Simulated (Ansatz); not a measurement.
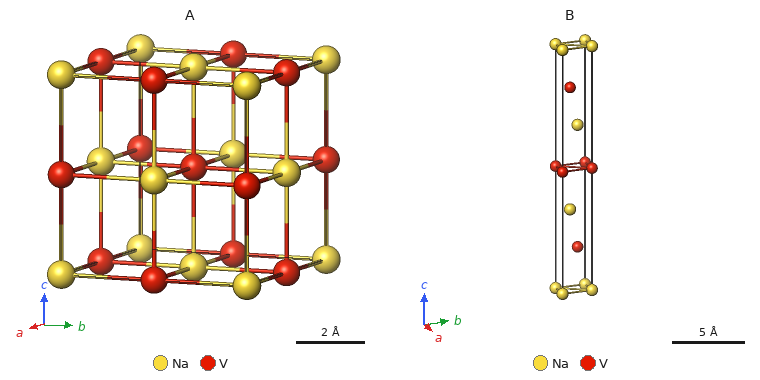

Two structures of NaV, each relaxed to rest (conventional cells in solid outline, small ones repeated, not to one scale). Method: DFT PBE, scalar-relativistic, plane waves, PAW (Ansatz 0.2.0), with collinear spins.

Question: Describe A and B.

Answer: A: rock salt (NaCl type), Fm-3m. B: 6 atoms a cell on a rhombohedral (trigonal R) lattice, R-3m.

Question: Which of the two does the method prefer?

Answer: B is lower, by 851 meV/atom at this level of theory (energies at zero smearing). Volumes: A 26.9, B 18.0 Å³/atom.

One or both may be structure types tried for this composition rather than known phases.
